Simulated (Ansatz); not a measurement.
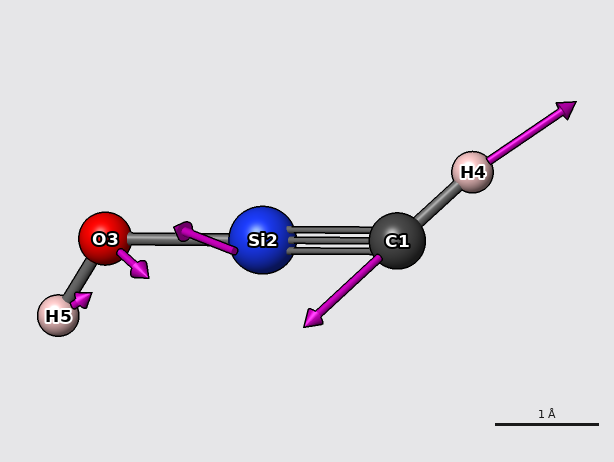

Arrows show the forces on the atoms, 0.4 Å of arrow for 1 eV/Å; forces under a tenth of the largest aren't drawn. Level of theory: B3LYP-D4/def2-TZVPP (Ansatz 0.2.0).

Along which bond is the force strongest?

C1–H4, now 1.024 Å: the forces push its atoms apart, so a first step downhill lengthens it.

List the force components in the frame of the picture (x right, y up, z towards the viewer), in eV/Å.

| atom | Fx | Fy | Fz |
| --- | --- | --- | --- |
| C1 | −1.88 | −1.74 | 1.10 |
| Si2 | −1.52 | 0.60 | −1.68 |
| O3 | 0.74 | −0.67 | 0.76 |
| H4 | 2.18 | 1.48 | −0.47 |
| H5 | 0.49 | 0.33 | 0.28 |
